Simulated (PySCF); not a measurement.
System: C6H11FN2Si.

```xyz
21

C     4.5149   -0.4413   -0.7925
C     3.1938    0.0009   -0.4023
C     2.0921    0.3524   -0.0654
Si    0.4143    0.9727    0.3967
N    -0.2408   -0.0763    1.5977
C    -1.6300   -0.3651    1.3313
C    -1.7859   -0.3700   -0.1951
C    -3.2271   -0.0762   -0.6175
F    -3.6627    1.1229   -0.1139
N    -0.8716    0.6240   -0.6920
H     5.1035   -0.6820    0.0926
H     4.4418   -1.3292   -1.4202
H     5.0223    0.3449   -1.3512
H     0.4312    2.4172    0.6498
H    -0.0233   -0.0033    2.5771
H    -2.2959    0.3975    1.7574
H    -1.9066   -1.3383    1.7510
H    -1.5423   -1.3734   -0.5872
H    -3.3091   -0.0060   -1.7071
H    -3.9077   -0.8453   -0.2369
H    -0.8199    0.6909   -1.6930
```

Geometry: GFN2-xTB.

These are results of PBE0/pcSseg-1, SCF density, gas phase, non-relativistic in PySCF, not measurements.

What can the converged electron density and electron localisation function tell about the bonding?

C–C (1.20 Å): ρ at the midpoint is about 2.7 e/Å³; the ELF peaks at about 0.85 between the atoms; a multiple bond.
C–Si (1.85 Å): the density is about 0.94 e/Å³ at the midpoint; the ELF peaks at about 0.95 between the atoms; a covalent bond.

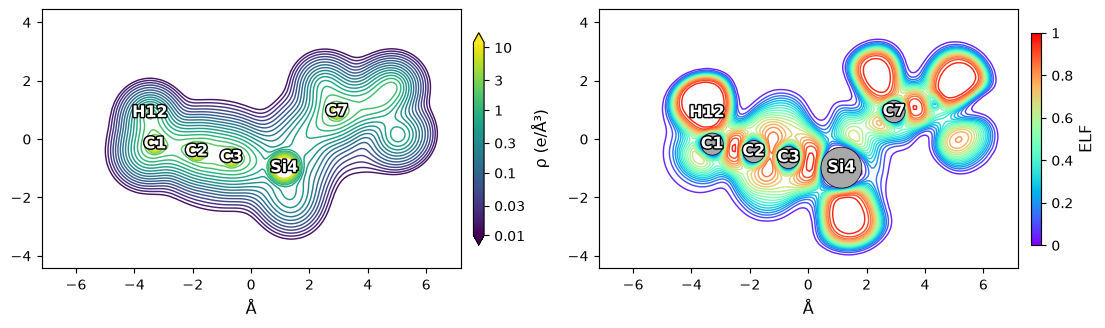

Computed electron density and electron localisation function on the plane of atoms C2, C1 and H12, in this order. Grey discs cover the atomic cores in the ELF map. 
